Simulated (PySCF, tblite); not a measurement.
Dissociation curve of BeF, doublet.

UKS-BP86/6-31G* = PySCF with unrestricted BP86/6-31G*, spherical d; GFN2-xTB, 300 K electronic temperature (tblite); UKS-PBE = unrestricted PBE/cc-pVDZ (PySCF).

Energies are in eV, each relative to the lowest point of its own curve near equilibrium.

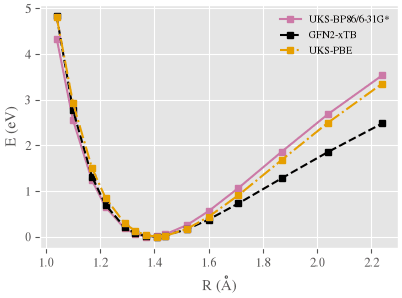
*Energy against bond length for each method.*

| R / Å | UKS-BP86/6-31G* | GFN2-xTB | UKS-PBE |
|---|---|---|---|
| 1.04 | 4.337 | 4.826 | 4.804 |
| 1.10 | 2.555 | 2.771 | 2.930 |
| 1.17 | 1.233 | 1.315 | 1.503 |
| 1.22 | 0.647 | 0.693 | 0.848 |
| 1.29 | 0.181 | 0.208 | 0.293 |
| 1.33 | 0.053 | 0.072 | 0.120 |
| 1.37 | 0.000 | 0.009 | 0.028 |
| 1.41 | 0.008 | 0.000 | 0.000 |
| 1.44 | 0.047 | 0.021 | 0.015 |
| 1.52 | 0.251 | 0.159 | 0.166 |
| 1.60 | 0.556 | 0.373 | 0.433 |
| 1.71 | 1.063 | 0.726 | 0.906 |
| 1.87 | 1.861 | 1.278 | 1.680 |
| 2.04 | 2.681 | 1.853 | 2.494 |
| 2.24 | 3.532 | 2.478 | 3.350 |

At the longest distance, 2.24 Å, UKS-BP86/6-31G* lies highest above its minimum (3.532 eV) and GFN2-xTB lowest (2.478 eV).

The scan ran from 1.04 to 5.46 Å; beyond the distances shown one of the unrestricted levels run for this scan, shown here or not, changes its spin distribution in one step.
